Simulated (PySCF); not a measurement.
Bond stretch in H2AlF3O, SMILES [OH2+][Al-]([F])([F])[F]. The Al2–O5 bond (Al2 also carries F, F, F; O5 carries H, H) is stretched with both fragments frozen at the PBE0/def2-TZVP optimised geometry.

RKS-LDA (SVWN5) = restricted LDA (SVWN5)/cc-pVDZ in PySCF; RHF/cc-pVDZ, density fitting (PySCF); UKS-LDA (SVWN5) = unrestricted LDA (SVWN5)/cc-pVDZ in PySCF.

Magnitude of the dipole moment (D; its direction can reverse along the curve, and a method can change to another solution) and Mulliken charge of the fragment that holds Al2:

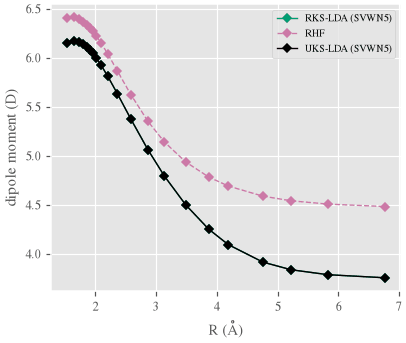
Dipole moment against bond length.

| R / Å | μ RKS-LDA (SVWN5) | q RKS-LDA (SVWN5) | μ RHF | q RHF | μ UKS-LDA (SVWN5) | q UKS-LDA (SVWN5) |
|---|---|---|---|---|---|---|
| 1.54 | 6.15 | -0.39 | 6.40 | -0.20 | 6.15 | -0.39 |
| 1.65 | 6.17 | -0.39 | 6.41 | -0.22 | 6.17 | -0.39 |
| 1.74 | 6.16 | -0.37 | 6.39 | -0.22 | 6.16 | -0.37 |
| 1.81 | 6.14 | -0.35 | 6.37 | -0.21 | 6.14 | -0.35 |
| 1.87 | 6.11 | -0.33 | 6.33 | -0.20 | 6.11 | -0.33 |
| 1.92 | 6.08 | -0.32 | 6.30 | -0.19 | 6.08 | -0.32 |
| 1.96 | 6.05 | -0.31 | 6.27 | -0.19 | 6.05 | -0.31 |
| 2.02 | 6.00 | -0.29 | 6.22 | -0.18 | 6.00 | -0.29 |
| 2.10 | 5.92 | -0.27 | 6.15 | -0.16 | 5.92 | -0.27 |
| 2.21 | 5.81 | -0.24 | 6.04 | -0.15 | 5.81 | -0.24 |
| 2.37 | 5.63 | -0.21 | 5.86 | -0.12 | 5.63 | -0.21 |
| 2.59 | 5.37 | -0.17 | 5.62 | -0.10 | 5.37 | -0.17 |
| 2.87 | 5.06 | -0.13 | 5.35 | -0.07 | 5.06 | -0.13 |
| 3.14 | 4.79 | -0.09 | 5.14 | -0.05 | 4.79 | -0.09 |
| 3.49 | 4.50 | -0.06 | 4.94 | -0.03 | 4.50 | -0.06 |
| 3.87 | 4.25 | -0.04 | 4.78 | -0.02 | 4.25 | -0.04 |
| 4.19 | 4.09 | -0.02 | 4.69 | -0.01 | 4.09 | -0.02 |
| 4.76 | 3.91 | -0.01 | 4.59 | 0.00 | 3.91 | -0.01 |
| 5.22 | 3.84 | 0.00 | 4.54 | 0.00 | 3.84 | 0.00 |
| 5.83 | 3.79 | 0.00 | 4.51 | 0.00 | 3.79 | 0.00 |
| 6.76 | 3.76 | 0.00 | 4.48 | 0.00 | 3.76 | 0.00 |
